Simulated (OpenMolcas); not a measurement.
**Run report: Mo³⁺ complex, multiconfigurational calculation**

Mo³⁺ with 4 ligands (Cl; tetrahedron, 2.25 Å), neutralised by 4 outer point charges of +0.25 e, whose field is part of the energies. Computed at this level: state-averaged CASSCF, active space 3 electrons in the shell 4d, basis ANO-RCC-VDZP on the metal and ANO-RCC-VDZP on the ligands, DKH2 scalar Hamiltonian, spin-orbit coupling by RASSI with atomic mean-field integrals (OpenMolcas).

**The program's output (extracts)**
```
--- SEWARD ---
Basis set label: MO.ANO-RCC...6S5P3D1F.

      Electronic valence basis set:
      ------------------
      Associated Effective Charge  42.000000 au
      Associated Actual Charge     42.000000 au
      Nuclear Model: Point charge

      Shell  nPrim  nBasis  Cartesian Spherical Contaminant
         s      21       6        X
         p      18       5        X
         d      13       3                 X
         f       6       1                 X
                  Relativistic Douglas-Kroll-Hess integrals:
                    - DKH order of Hamiltonian: 2
                    - DKH order of Properties : 0
                  Atomic mean-field integrals
--- RASSCF ---
Wave function specifications:
      -----------------------------

      Number of closed shell electrons         108
      Number of electrons in active shells       3
      Max number of holes in RAS1 space          0
      Max nr of electrons in RAS3 space          0
      Number of inactive orbitals               54
      Number of active orbitals                  5
      Number of secondary orbitals              56
      Spin quantum number                      1.5
      State symmetry                             1
Orbital specifications:
      -----------------------

      Symmetry species                           1
                                                 a
      Frozen orbitals                            0
      Inactive orbitals                         54
      Active orbitals                            5
      RAS1 orbitals                              0
      RAS2 orbitals                              5
      RAS3 orbitals                              0
      Secondary orbitals                        56
      Deleted orbitals                           0
      Number of basis functions                115
      Number of CSFs                            10
      Number of root(s) required                10
      Iter CI   SX   CI       RASSCF       Energy    max ROT     max BLB   max BLB  Level Ln srch  Step   QN
          iter iter root      energy       change     param      element    value   shift minimum  type update
 Nr of preliminary CI iterations:   1
      Total energies have been shifted. Add                -5000.00 au
        1   1    9    0  -889.09520845    0.00E+00  -8.06E-02   17  78 1 -1.49E-01*  0.96   0.00    SX    NO
        2   1   10    0  -889.55403475   -4.59E-01* -4.06E-02   41  56 1  6.43E-02*  0.73   0.00    SX    NO
        3   1   10    0  -889.67611942   -1.22E-01*  2.12E-02   17  78 1  3.41E-02*  0.68   0.00    SX    NO
        4   1   10    0  -889.70684025   -3.07E-02*  1.32E-02   41  56 1  1.92E-02*  0.70   0.00    SX    NO
        5   1    9    0  -889.71738312   -1.05E-02*  1.65E-02   41  56 1  1.19E-02*  0.71   2.50    LS   YES
        6   1    9    0  -889.72368495   -6.30E-03*  1.02E-02   16  77 1 -5.53E-03*  0.71   1.33    QN   YES
        7   1    9    0  -889.72468453   -1.00E-03*  5.87E-03   17  78 1 -4.49E-03*  0.71   1.39    QN   YES
        8   1    8    0  -889.72488353   -1.99E-04*  2.53E-03   30  89 1 -1.27E-03*  0.71   1.32    QN   YES
        9   1    8    0  -889.72491802   -3.45E-05*  9.84E-04   18  79 1  4.03E-04*  0.71   1.35    QN   YES
       10   1    7    0  -889.72492519   -7.18E-06*  3.27E-04   17  78 1  3.74E-04*  0.71   1.37    QN   YES
       11   1    6    0  -889.72492690   -1.70E-06* -1.23E-04   48 107 1  1.34E-04*  0.71   1.38    QN   YES
       12   1    6    0  -889.72492733   -4.31E-07*  3.63E-05   17  78 1 -4.01E-05   0.71   1.31    QN   YES
       13   1    6    0  -889.72492742   -9.53E-08* -3.29E-05   18  79 1 -4.08E-05   0.71   1.36    QN   YES
       14   1    5    0  -889.72492744   -2.08E-08* -1.84E-05   48 107 1 -1.40E-05   0.71   1.32    QN   YES
       15   1    5    0  -889.72492745   -3.64E-09  -5.19E-06   21  80 1 -4.05E-06   0.71   1.28    QN   YES
      Convergence after 15 iterations
       16   1    5    0  -889.72492745   -5.14E-10  -5.19E-06   17  78 1  2.74E-06   0.71   1.28    QN   YES
      Natural orbitals and occupation numbers for root  1
      sym 1:   0.994919   0.005081   1.000000   0.005081   0.994919
      Natural orbitals and occupation numbers for root  2
      sym 1:   0.014714   0.014714   1.000000   0.985286   0.985286
      Natural orbitals and occupation numbers for root  3
      sym 1:   0.003111   0.996889   1.000000   0.003111   0.996889
::    RASSCF root number  1 Total energy:  -5889.76771630
::    RASSCF root number  2 Total energy:  -5889.76771630
::    RASSCF root number  3 Total energy:  -5889.76771630
::    RASSCF root number  4 Total energy:  -5889.72761685
::    RASSCF root number  5 Total energy:  -5889.72761685
::    RASSCF root number  6 Total energy:  -5889.72761685
::    RASSCF root number  7 Total energy:  -5889.69325432
::    RASSCF root number  8 Total energy:  -5889.69325432
::    RASSCF root number  9 Total energy:  -5889.69325432
::    RASSCF root number 10 Total energy:  -5889.68351206
--- RASSCF ---
Wave function specifications:
      -----------------------------

      Number of closed shell electrons         108
      Number of electrons in active shells       3
      Max number of holes in RAS1 space          0
      Max nr of electrons in RAS3 space          0
      Number of inactive orbitals               54
      Number of active orbitals                  5
      Number of secondary orbitals              56
      Spin quantum number                      0.5
      State symmetry                             1
Orbital specifications:
      -----------------------

      Symmetry species                           1
                                                 a
      Frozen orbitals                            0
      Inactive orbitals                         54
      Active orbitals                            5
      RAS1 orbitals                              0
      RAS2 orbitals                              5
      RAS3 orbitals                              0
      Secondary orbitals                        56
      Deleted orbitals                           0
      Number of basis functions                115
      Number of CSFs                            40
      Number of root(s) required                40
      Iter CI   SX   CI       RASSCF       Energy    max ROT     max BLB   max BLB  Level Ln srch  Step   QN
          iter iter root      energy       change     param      element    value   shift minimum  type update
 Nr of preliminary CI iterations:   1
      Total energies have been shifted. Add                -5000.00 au
        1   1    9    0  -889.66317790    0.00E+00  -8.20E-03   59  75 1 -7.91E-03*  0.70   0.00    SX    NO
        2   1    9    0  -889.66389883   -7.21E-04*  3.83E-03   48  59 1  4.44E-03*  0.70   0.00    SX    NO
        3   1    8    0  -889.66416777   -2.69E-04*  2.34E-03   48  59 1  2.81E-03*  0.70   0.00    SX    NO
        4   1    8    0  -889.66427774   -1.10E-04*  1.34E-03   48  59 1  1.92E-03*  0.70   0.00    SX    NO
        5   1    8    0  -889.66432488   -4.71E-05*  1.97E-03   48  59 1  1.28E-03*  0.70   2.50    LS   YES
        6   1    7    0  -889.66435925   -3.44E-05*  8.12E-04   46  56 1 -3.34E-04*  0.70   1.32    QN   YES
        7   1    7    0  -889.66436236   -3.11E-06*  2.94E-04   59  75 1  1.30E-04*  0.70   1.17    QN   YES
        8   1    7    0  -889.66436278   -4.17E-07*  2.21E-04   59  75 1  6.99E-05   0.70   1.75    LS   YES
        9   1    6    0  -889.66436287   -9.34E-08*  8.07E-05   48  59 1 -5.68E-05   0.70   0.99    QN   YES
       10   1    6    0  -889.66436294   -6.56E-08* -3.00E-05   51  56 1 -2.62E-05   0.70   1.38    QN   YES
       11   1    5    0  -889.66436295   -1.04E-08* -1.46E-05   43  76 1 -1.25E-05   0.70   1.23    QN   YES
       12   1    4    0  -889.66436295   -2.06E-09  -9.41E-06   43  76 1 -7.87E-06   0.70   1.67    QN   YES
      Convergence after 12 iterations
       13   1    4    0  -889.66436295   -6.86E-10  -9.41E-06   43  67 1  2.24E-06   0.70   1.67    QN   YES
      Natural orbitals and occupation numbers for root  1
      sym 1:   0.035828   0.031980   1.926030   0.009689   0.996473
      Natural orbitals and occupation numbers for root  2
      sym 1:   0.019684   0.015836   0.996473   0.041976   1.926030
      Natural orbitals and occupation numbers for root  3
      sym 1:   0.820216   0.023656   0.990111   0.169149   0.996867
::    RASSCF root number  1 Total energy:  -5889.75323204
::    RASSCF root number  2 Total energy:  -5889.75323204
::    RASSCF root number  3 Total energy:  -5889.72144524
::    RASSCF root number  4 Total energy:  -5889.72144524
::    RASSCF root number  5 Total energy:  -5889.72144524
::    RASSCF root number  6 Total energy:  -5889.71497609
::    RASSCF root number  7 Total energy:  -5889.71497609
::    RASSCF root number  8 Total energy:  -5889.71497609
::    RASSCF root number  9 Total energy:  -5889.70288298
::    RASSCF root number 10 Total energy:  -5889.70288298
::    RASSCF root number 11 Total energy:  -5889.70288298
::    RASSCF root number 12 Total energy:  -5889.69097827
::    RASSCF root number 13 Total energy:  -5889.68013999
::    RASSCF root number 14 Total energy:  -5889.68013999
::    RASSCF root number 15 Total energy:  -5889.68013999
::    RASSCF root number 16 Total energy:  -5889.67578509
::    RASSCF root number 17 Total energy:  -5889.67578509
::    RASSCF root number 18 Total energy:  -5889.67320831
::    RASSCF root number 19 Total energy:  -5889.67320831
::    RASSCF root number 20 Total energy:  -5889.67320831
::    RASSCF root number 21 Total energy:  -5889.65806410
::    RASSCF root number 22 Total energy:  -5889.65806410
::    RASSCF root number 23 Total energy:  -5889.65806410
::    RASSCF root number 24 Total energy:  -5889.65424829
::    RASSCF root number 25 Total energy:  -5889.65424829
::    RASSCF root number 26 Total energy:  -5889.65424829
::    RASSCF root number 27 Total energy:  -5889.64686381
::    RASSCF root number 28 Total energy:  -5889.64686381
::    RASSCF root number 29 Total energy:  -5889.64686381
::    RASSCF root number 30 Total energy:  -5889.64306475
--- RASSI ---
SPIN-FREE ENERGIES:
  (Shifted by EMIN (a.u.) =      -5889.7677163028)

 SF State       Relative EMIN(au)   Rel lowest level(eV)    D:o, cm**(-1)

     1             0.0000000000        0.0000000000              0.0000
     2             0.0000000000        0.0000000000              0.0000
     3             0.0000000000        0.0000000000              0.0000
    11             0.0144842611        0.3941368243           3178.9279
    12             0.0144842611        0.3941368243           3178.9279
     6             0.0400994508        1.0911616427           8800.8122
     4             0.0400994508        1.0911616427           8800.8122
     5             0.0400994508        1.0911616427           8800.8122
    13             0.0462710675        1.2590998887          10155.3255
    14             0.0462710675        1.2590998887          10155.3255
    15             0.0462710675        1.2590998887          10155.3255
    16             0.0527402118        1.4351342745          11575.1385
    17             0.0527402118        1.4351342745          11575.1385
    18             0.0527402118        1.4351342745          11575.1385
    19             0.0648333264        1.7642046862          14229.2704
    20             0.0648333264        1.7642046862          14229.2704
    21             0.0648333264        1.7642046862          14229.2704
     7             0.0744619849        2.0262138330          16342.5167
     8             0.0744619849        2.0262138330          16342.5167
     9             0.0744619849        2.0262138330          16342.5167
    22             0.0767380371        2.0881483681          16842.0524
    10             0.0842042473        2.2913142961          18480.6961
    23             0.0875763176        2.3830730039          19220.7800
    24             0.0875763176        2.3830730039          19220.7800
    25             0.0875763176        2.3830730039          19220.7800
    26             0.0919312164        2.5015758376          20176.5698
    27             0.0919312164        2.5015758376          20176.5698
    28             0.0945079937        2.5716935191          20742.1071
    29             0.0945079937        2.5716935191          20742.1071
    30             0.0945079937        2.5716935191          20742.1071
    31             0.1096522047        2.9837884960          24065.8772
    32             0.1096522047        2.9837884960          24065.8772
    33             0.1096522047        2.9837884960          24065.8772
    34             0.1134680084        3.0876218024          24903.3493
    35             0.1134680084        3.0876218024          24903.3493
    36             0.1134680084        3.0876218024          24903.3493
    37             0.1208524899        3.2885637818          26524.0557
    38             0.1208524899        3.2885637818          26524.0557
    39             0.1208524899        3.2885637818          26524.0557
    40             0.1246515480        3.3919414194          27357.8526
Eigenvalues of complex Hamiltonian:
   -----------------------------------
  (Shifted by EMIN (a.u.) =      -5889.7677163028)

 SO State       Relative EMIN(au)   Rel lowest level(eV)    D:o, cm**(-1)

     1            -0.0025909889        0.0000000001              0.0000
     2            -0.0025909889        0.0000000000              0.0000
     3            -0.0025909889        0.0000000001              0.0000
     4            -0.0025909889        0.0000000000              0.0000
     5            -0.0015520475        0.0282710371            228.0213
     6            -0.0015520475        0.0282710371            228.0213
     7             0.0005410023        0.0852258230            687.3926
     8             0.0005410023        0.0852258230            687.3926
     9             0.0005410023        0.0852258232            687.3926
    10             0.0005410023        0.0852258232            687.3926
    11             0.0020126999        0.1252727548           1010.3929
    12             0.0020126999        0.1252727548           1010.3929
    13             0.0148613187        0.4749014831           3830.3388
    14             0.0148613187        0.4749014831           3830.3388
    15             0.0148613187        0.4749014830           3830.3388
    16             0.0148613187        0.4749014830           3830.3388
    17             0.0385161579        1.1185824491           9021.9759
    18             0.0385161579        1.1185824491           9021.9759
    19             0.0385161579        1.1185824489           9021.9759
    20             0.0385161579        1.1185824489           9021.9759
    21             0.0389249633        1.1297066110           9111.6983
    22             0.0389249633        1.1297066110           9111.6983
    23             0.0398142562        1.1539055032           9306.8755
    24             0.0398142562        1.1539055032           9306.8755
    25             0.0404384518        1.1708907303           9443.8706
    26             0.0404384518        1.1708907303           9443.8706
    27             0.0404384518        1.1708907304           9443.8706
    28             0.0404384518        1.1708907304           9443.8706
    29             0.0460118079        1.3225494760          10667.0809
    30             0.0460118079        1.3225494760          10667.0809
    31             0.0465344286        1.3367707105          10781.7829
    32             0.0465344286        1.3367707105          10781.7829
    33             0.0465344286        1.3367707109          10781.7829
    34             0.0465344286        1.3367707109          10781.7829
    35             0.0521672998        1.4900489432          12018.0552
    36             0.0521672998        1.4900489432          12018.0552
    37             0.0542841596        1.5476516347          12482.6523
    38             0.0542841596        1.5476516347          12482.6523
    39             0.0542841596        1.5476516346          12482.6523
    40             0.0542841596        1.5476516346          12482.6523
    41             0.0628297872        1.7801900083          14358.2007
Weights of the five most important spin-orbit-free states for each spin-orbit state.

 SO State  Total energy (au)           Spin-free states, spin, and weights
 -------------------------------------------------------------------------------------------------------
    1        -0.002591       2 1.5  0.3918    3 1.5  0.3521    1 1.5  0.2050   11 0.5  0.0238   12 0.5  0.0180
    2        -0.002591       1 1.5  0.4279    3 1.5  0.2810    2 1.5  0.2400   12 0.5  0.0238   11 0.5  0.0180
    3        -0.002591       2 1.5  0.3899    3 1.5  0.3522    1 1.5  0.2069   11 0.5  0.0237   12 0.5  0.0181
    4        -0.002591       1 1.5  0.4255    3 1.5  0.2799    2 1.5  0.2436   12 0.5  0.0237   11 0.5  0.0181
    5        -0.001552       3 1.5  0.3325    2 1.5  0.3325    1 1.5  0.3325    6 1.5  0.0005    5 1.5  0.0005
    6        -0.001552       3 1.5  0.3325    2 1.5  0.3325    1 1.5  0.3325    6 1.5  0.0005    5 1.5  0.0005
    7         0.000541       3 1.5  0.5187    2 1.5  0.3434    1 1.5  0.1292   12 0.5  0.0015    6 1.5  0.0013
    8         0.000541       3 1.5  0.5186    2 1.5  0.3433    1 1.5  0.1295   12 0.5  0.0015    6 1.5  0.0013
    9         0.000541       1 1.5  0.5315    2 1.5  0.3177    3 1.5  0.1420   11 0.5  0.0015    4 1.5  0.0013
   10         0.000541       1 1.5  0.5315    2 1.5  0.3173    3 1.5  0.1425   11 0.5  0.0015    4 1.5  0.0013
   11         0.002013       1 1.5  0.3317    2 1.5  0.3317    3 1.5  0.3317   22 0.5  0.0020    6 1.5  0.0005
   12         0.002013       1 1.5  0.3317    2 1.5  0.3317    3 1.5  0.3317   22 0.5  0.0020    6 1.5  0.0005
```

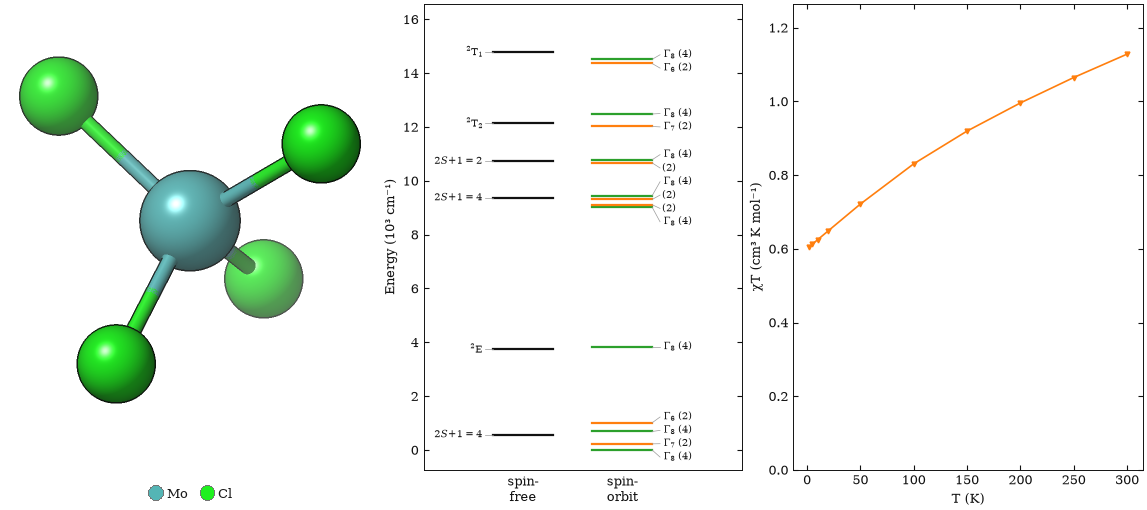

Mo³⁺ (4d³) with 4 ligands, Cl⁻, at 2.25 Å (arrangement: tetrahedron, Td), neutralised by outer point charges of +0.25 e, and its levels and susceptibility. Labels give the representation in O, Td, D4 or D3 as the site allows (double group for half-integer spin) where it could be assigned and, in brackets, the degeneracy; spin-free states, where drawn, share the zero of the spin-orbit levels. Powder susceptibility by Van Vleck's formula. The ground level is Γ₈, 4-fold degenerate, 96 % from states of spin multiplicity 4. The next level lies at 228 cm⁻¹ (Γ₇). χT is 0.605 cm³ K mol⁻¹ at 2 K and 1.13 at 300 K, an effective moment of 3.00 μB. The active orbitals hold 75 to 87 % metal character (Löwdin), and the Mulliken charge of the metal is +1.26.

**The input**
```
&GATEWAY
Coord
5

Mo 0.0 0.0 0.0
Cl 1.299038 1.299038 1.299038
Cl 1.299038 -1.299038 -1.299038
Cl -1.299038 1.299038 -1.299038
Cl -1.299038 -1.299038 1.299038
Basis=Mo.ANO-RCC-VDZP,Cl.ANO-RCC-VDZP
Group=NoSym
NoMove
AngMom=0.0 0.0 0.0
AMFI
RICD
XField
4 Angstrom 0
3.146559 3.146559 3.146559 0.250000
3.146559 -3.146559 -3.146559 0.250000
-3.146559 3.146559 -3.146559 0.250000
-3.146559 -3.146559 3.146559 0.250000
&SEWARD
&RASSCF
FileOrb=start.orb
Symmetry=1
Spin=4
nActEl=3 0 0
Inactive=54
Ras2=5
CIRoot=10 10 1
SDav=10
CIMx=300
Iter=150 100
PrWF=0.3
OrbListing=Nothing
MaxOrb=0
LevShft=1.0
>>> COPY $Project.JobIph JOB001
&RASSCF
FileOrb=start.orb
Symmetry=1
Spin=2
nActEl=3 0 0
Inactive=54
Ras2=5
CIRoot=40 40 1
SDav=40
CIMx=300
Iter=150 100
PrWF=0.3
OrbListing=Nothing
MaxOrb=0
LevShft=1.0
>>> COPY $Project.JobIph JOB002
&RASSI
NrOfJobIphs=2 10 40
1 2 3 4 5 6 7 8 9 10
1 2 3 4 5 6 7 8 9 10 11 12 13 14 15 16 17 18 19 20 21 22 23 24 25 26 27
28 29 30 31 32 33 34 35 36 37 38 39 40
IphNames
JOB001
JOB002
EJob
SpinOrbit
DIPRint=1.0
SOCoupling=1000.0
Subsets=2
Property=9
'ANGMOM' 1 'ANGMOM' 2 'ANGMOM' 3 'MLTPL  1' 1 'MLTPL  1' 2 'MLTPL  1' 3
'AMFI' 1 'AMFI' 2 'AMFI' 3
SOProperty=3
'ANGMOM' 1 'ANGMOM' 2 'ANGMOM' 3
```

The file start.orb holds starting orbitals from an earlier step. A driver script formed the levels outside the program, from RASSI's spin-orbit matrix and the active-space energies, averaged over the components of each term or state.

Command:
```bash
OMP_NUM_THREADS=1 MOLCAS_MEM=2457 MOLCAS_PROJECT=a pymolcas a.inp > a.log  # once for each step of the input, in one work folder
```

**Results in brief**

| quantity | value |
| --- | --- |
| outcome | converged |
| energy of the lowest spin-free term | −5889.76772 hartree |
| energy of the lowest spin-orbit level | −5889.77031 hartree |
| largest spread among components of a term | 0.0 cm⁻¹ |
| hardware | 1 thread of Arm Neoverse V1, 24 GiB of memory available, shared host |
| wall time | 36 s |
| peak memory | 0.38 GiB |

**Remarks**

Without dynamic correlation the splittings between terms come out too large, often by 20 to 50 %. Limits: covalent bonds, ligand orbitals missing from the active space; distances are set from ionic radii, not optimised.
